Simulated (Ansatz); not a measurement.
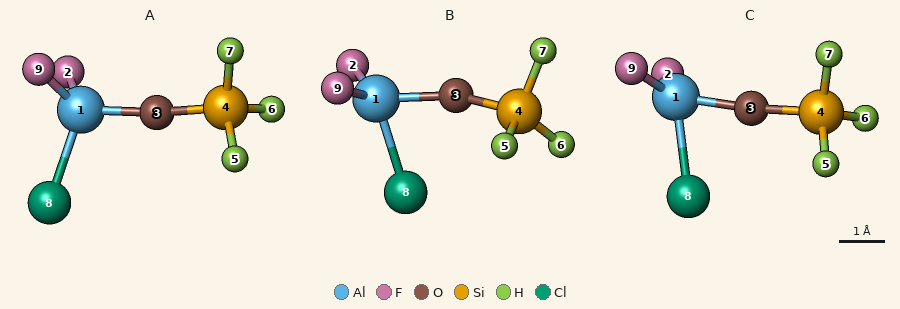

3 geometries from one relaxation of AlSiH3OClF2 (multiplicity 2), in shuffled order. Style: ball-and-stick. Shown at a tilt.

The run prepares an end point of a later path (reaction) calculation, from a guessed geometry.

All numbers below come from UKS PBE0-D4/def2-SVP (Ansatz 0.2.0). Settings: collinear spin; force threshold 0.03 eV/Å; at most 50 steps.

**Order the frames from highest to lowest energy.**

A, C, B. They are steps 0, 5, 18, at +88.3 kJ/mol, +6.45 kJ/mol relative to the last. The largest move after the best rigid fit is that of Cl8, 1.29 Å. By element the largest moves are Cl 1.29 Å, H 0.84 Å, F 0.64 Å, O 0.47 Å, Al 0.27 Å, Si 0.17 Å. Some distances before and after: Al1–F9 1.590 → 1.656 Å, O3–Si4 1.655 → 1.691 Å, Al1–O3 1.765 → 1.796 Å, Al1–Cl8 2.190 → 2.214 Å. Among the angles between lasting bonds that change: O3–Al1–Cl8 106.2° → 76.0°, F2–Al1–F9 95.5° → 118.4°, Al1–O3–Si4 172.0° → 151.6°. After 17 accepted moves (18 points after the start) the energy has fallen by 88.3 kJ/mol. The largest force component goes from 2.4 to 0.029 eV/Å. The line search rejected the trial step at point 8 of the run. The forces were under the threshold at step 11, but the run went on from there. The run took 2.6 min on 4 threads of Intel(R) Xeon(R) Processor @ 2.50GHz (Skylake/Cascade Lake), with other jobs on the host, peak memory 0.44 GiB.
